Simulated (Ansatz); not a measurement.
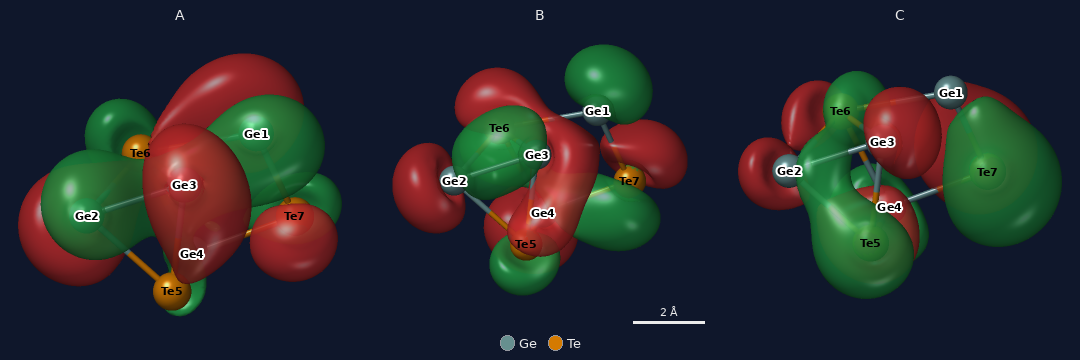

Ge₄Te₃. Three frontier orbitals at ±0.06 Å⁻³ᐟ² (green and red are the two phases), in no order.

Geometry: PBE0-D4/def2-SVP; core potentials replace the inner electrons of Te.

Computed with RKS PBE0-D4/def2-TZVP in Ansatz 0.2.0.

```json
{"atom": "Ge", "x (Å)": "2.2762", "y (Å)": "-0.7131", "z (Å)": "0.0988"}
{"atom": "Ge", "x (Å)": "-1.4768", "y (Å)": "0.9544", "z (Å)": "-2.0971"}
{"atom": "Ge", "x (Å)": "0.8007", "y (Å)": "1.1962", "z (Å)": "-1.0400"}
{"atom": "Ge", "x (Å)": "-1.2412", "y (Å)": "-0.9257", "z (Å)": "1.3416"}
{"atom": "Te", "x (Å)": "-1.3198", "y (Å)": "1.7428", "z (Å)": "0.5412"}
{"atom": "Te", "x (Å)": "-0.2366", "y (Å)": "-1.4144", "z (Å)": "-1.2820"}
{"atom": "Te", "x (Å)": "1.1976", "y (Å)": "-0.8402", "z (Å)": "2.4375"}
```

Order the three orbitals by energy and name them.

Answer. C is the HOMO−1 (−6.11 eV). It lies mainly on Te7 (about 50 %), Te5 (about 15 %), Ge4 (about 15 %) and Ge3 (about 5 %). B is the HOMO (−5.69 eV). Its weight (Hirshfeld) is mainly on Te7 (about 20 %), Ge4 (about 20 %), Ge3 (about 15 %), Ge1 (about 15 %), Ge2 (about 15 %) and Te6 (about 15 %). A is the LUMO (−2.96 eV). Its weight (Hirshfeld) is mainly on Ge1 (about 25 %), Ge3 (about 25 %), Ge2 (about 20 %), Te6 (about 10 %) and Te7 (about 10 %).

What is the HOMO–LUMO gap?

Answer. 2.73 eV between the orbital energies.
